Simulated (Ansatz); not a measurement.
Input file:

```
crystal:
  periodic: [false, false, false]
  atoms:
    - {symbol: Al, position_ang: [-0.288305, 0.116776, 0.059222]}
    - {symbol: H, position_ang: [1.159468, 0.460266, -1.436724]}
    - {symbol: C, position_ang: [-1.619871, 0.810536, -0.916950]}
    - {symbol: H, position_ang: [0.821079, -0.183848, -1.689314]}
    - {symbol: C, position_ang: [0.837833, -0.706257, 1.413206]}
    - {symbol: H, position_ang: [-2.628093, 1.008471, -0.567084]}
    - {symbol: H, position_ang: [-1.445702, 1.113529, -1.946018]}
    - {symbol: H, position_ang: [0.259246, -0.857383, 2.329128]}
    - {symbol: H, position_ang: [1.207622, -1.682343, 1.090487]}
    - {symbol: H, position_ang: [1.696722, -0.079848, 1.664348]}
basis:
  gaussian: {orbitals: def2-TZVPP}
hamiltonian: {xc: pbe0, dispersion: d4}
output: {orbitals: {seedname: orbitals}}
```

Launched as:

```sh
ansatz run in.yaml --threads 2 --pin off --events-out ev --progress --plain --max-ram 4352MiB
```

The product side of a reaction path; geometry: PBE0-D4/def2-TZVP.

These are results of RKS PBE0-D4/def2-TZVPP (Ansatz 0.2.0), not measurements.

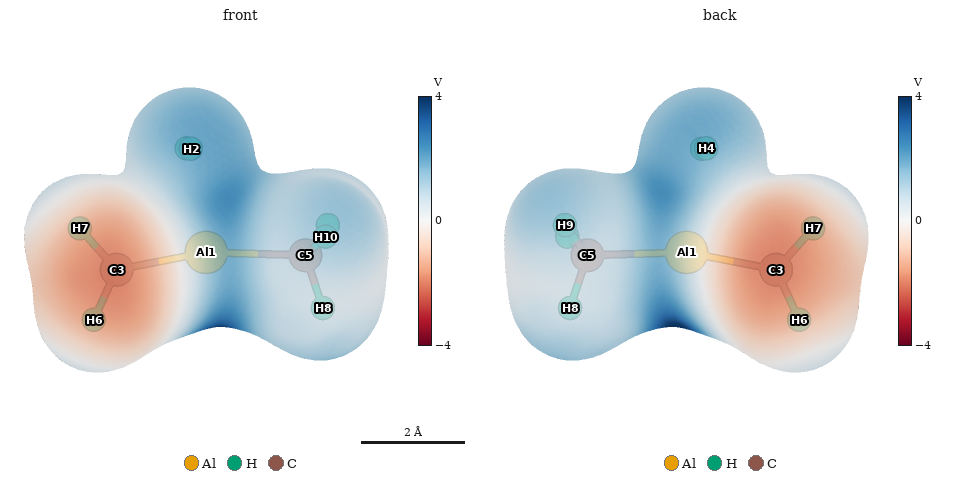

C2H5Al···H2. The molecular electrostatic potential painted on the density surface at 0.004 e/bohr³, seen from the front and from behind; red is negative and blue positive.

Question: Where is the surface potential most negative and most positive?

Answer: The most negative region (about −2.0 V, or −46 kcal/mol for a unit charge) lies over the π face of C3, the most positive (about +3.8 V, or +88 kcal/mol for a unit charge) over Al1.
